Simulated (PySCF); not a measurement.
C$_{2}$H$_{2}$F$_{2}$O$_{2}$: NMR shielding calculation

The run: NMR shielding calculation of C$_{2}$H$_{2}$F$_{2}$O$_{2}$, SMILES O=C(O)C(F)F. Method and program: GIAO B97-2/pcSseg-2 NMR shielding, non-relativistic, gas phase (PySCF 2.14.0).

The geometry comes from this level: PBE0-D3(BJ)/def2-SVP. Figures and captions count atoms from 1; the log counts them from 0 in places.

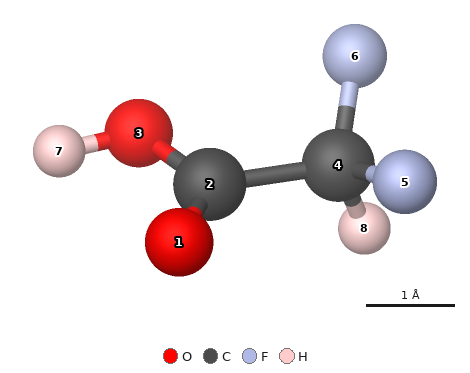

*The structure as given in the input (ball-and-stick view, seen at a tilt; atoms are numbered from 1 in the order of the input).*

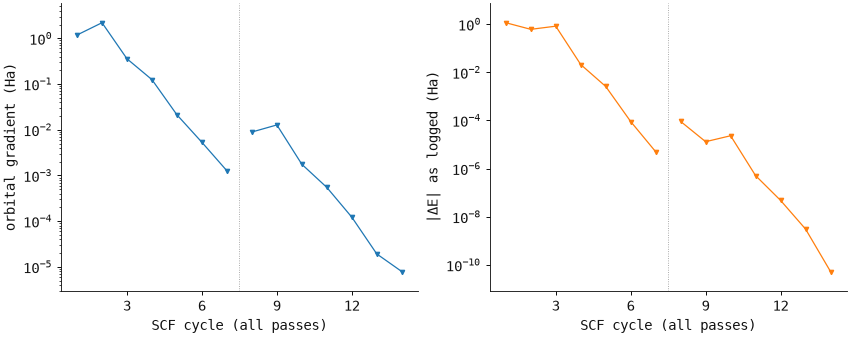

*Convergence of the self-consistent field: orbital gradient and size of the energy change against the SCF cycle. The dotted line marks the change from a coarse to the final integration grid.*

The first 7 cycles use a coarse grid, the final grid takes over at cycle 8, and the field converges after 14 cycles in all.

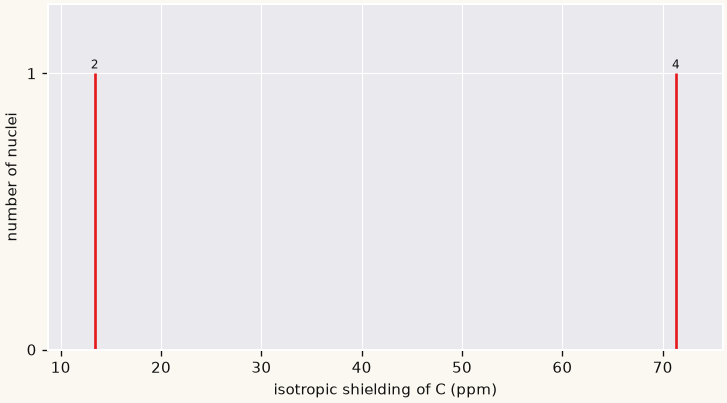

*Isotropic shieldings of the carbon nuclei in this fixed geometry, labelled by atom number; shielding grows to the right, so chemical shift grows to the left.*

The least shielded is C2 (13.4 ppm), the most shielded C4 (71.3 ppm).

These pictures come from the run below.

The input
```
{"job": {"kind": "nmr", "xc": "B97-2", "basis": "pcSseg-2", "pop": false}, "charge": 0, "multiplicity": 1}
O      0.914082     1.430778    -0.291649
C      0.550992     0.311025    -0.081170
O      1.347965    -0.745591     0.041511
C     -0.922303    -0.095590     0.007880
F     -1.651416     0.977583     0.328831
F     -1.094953    -1.047395     0.940785
H      2.258897    -0.428336    -0.061611
H     -1.265015    -0.488144    -0.968286
```

The first line tells a small driver script what to run in PySCF; the rest is the geometry in Å.

Run as:
```bash
OMP_NUM_THREADS=1 python <driver script> task.json out
```

Log
```
coarse grid: 7760 points
cycle   1  E = -427.3635443918  dE =  1.145e+00  |g| = 1.183e+00  |ddm| = 1.992e+00
cycle   2  E = -426.7551563983  dE =  6.084e-01  |g| = 2.196e+00  |ddm| = 1.552e+00
cycle   3  E = -427.5777399115  dE = -8.226e-01  |g| = 3.567e-01  |ddm| = 1.148e+00
cycle   4  E = -427.5987296367  dE = -2.099e-02  |g| = 1.246e-01  |ddm| = 2.164e-01
cycle   5  E = -427.6013083264  dE = -2.579e-03  |g| = 2.120e-02  |ddm| = 6.316e-02
cycle   6  E = -427.6013982898  dE = -8.996e-05  |g| = 5.302e-03  |ddm| = 1.728e-02
cycle   7  E = -427.6014033040  dE = -5.014e-06  |g| = 1.264e-03  |ddm| = 3.308e-03
final grid: 78784 points
cycle   8  E = -427.5935299884  dE = -9.079e-05  |g| = 8.914e-03  |ddm| = 3.853e-02
cycle   9  E = -427.5935169028  dE =  1.309e-05  |g| = 1.274e-02  |ddm| = 8.912e-03
cycle  10  E = -427.5935400191  dE = -2.312e-05  |g| = 1.754e-03  |ddm| = 5.776e-03
cycle  11  E = -427.5935405288  dE = -5.097e-07  |g| = 5.473e-04  |ddm| = 1.000e-03
cycle  12  E = -427.5935405765  dE = -4.774e-08  |g| = 1.222e-04  |ddm| = 2.673e-04
cycle  13  E = -427.5935405796  dE = -3.078e-09  |g| = 1.918e-05  |ddm| = 8.193e-05
cycle  14  E = -427.5935405797  dE = -5.286e-11  |g| = 7.898e-06  |ddm| = 1.178e-05
converged SCF energy = -427.5935405797

GIAO shielding tensors (ppm)
atom      isotropic    diamagn.    paramagn.     s11        s22        s33       span
  0 O      -93.421     394.900    -488.321   -328.413   -240.351    288.501    616.914
  1 C       13.398     253.948    -240.549    -88.817     57.178     71.835    160.651
  2 O      130.280     387.775    -257.495    -26.933    173.853    243.918    270.852
  3 C       71.326     237.671    -166.345     47.834     72.361     93.783     45.948
  4 F      320.560     466.487    -145.927    216.194    342.162    403.324    187.130
  5 F      320.945     467.479    -146.533    206.300    350.328    406.209    199.909
  6 H       25.198      29.961      -4.763     20.582     22.161     32.851     12.269
  7 H       25.462      27.755      -2.292     22.576     25.345     28.466      5.890
```

Summary

```tsv
quantity	value
outcome	converged
total energy	−427.593541 hartree
HOMO	−8.52 eV
LUMO	−0.96 eV
dipole moment	2.42 D
isotropic shielding, O	−93.4 to 130.3 ppm
isotropic shielding, C	13.4 to 71.3 ppm
isotropic shielding, F	320.6 to 320.9 ppm
isotropic shielding, H	25.2 to 25.5 ppm
hardware	1 CPU thread, shared host
wall time	19 s
peak memory	0.86 GiB
```
